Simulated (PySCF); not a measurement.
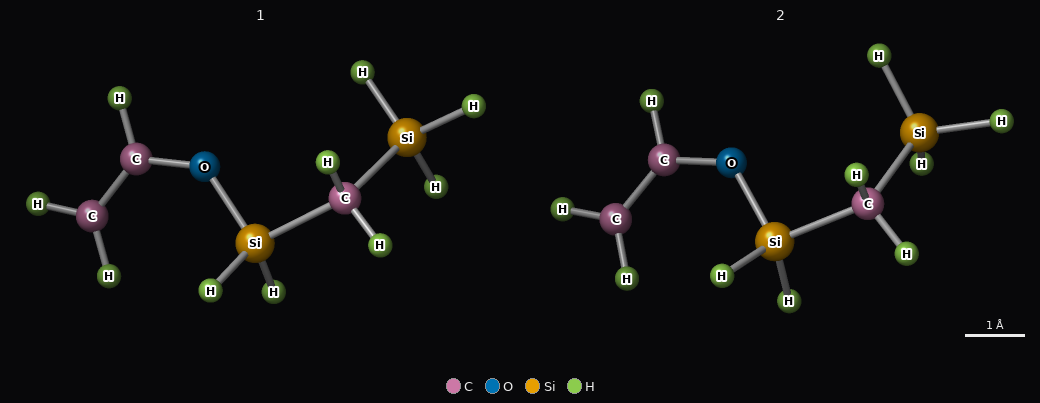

Two geometries of C3H10OSi2, drawn at one scale. One is the start of a relaxation, the other its converged end. Style: ball-and-stick. Shown at a tilt.

The calculation used PBE0-D3(BJ)/def2-SVP geometry optimisation, gas phase (PySCF). 

### Which of the two is the end point?

Structure 2 is the relaxed one. The start comes from GFN2-xTB. After 14 geometry steps the energy has fallen by 3.48 kcal/mol. Largest force component: 1.4 eV/Å at the start, 0.021 eV/Å at the end. The largest move after the best rigid fit is that of an H atom, 0.75 Å. By element the largest moves are H 0.75 Å, C 0.25 Å, O 0.21 Å, Si 0.17 Å. Near-neighbour distances that change, for instance: O–Si 1.631 → 1.688 Å, H–Si 1.463 → 1.491 Å, C–Si 1.889 → 1.862 Å, C–H 1.075 → 1.094 Å. Bond angles that change, for instance: C–O–Si 132.0° → 127.9°, O–Si–C 102.2° → 104.6°. The run took of the order of 2.1 core-minutes on a shared host.
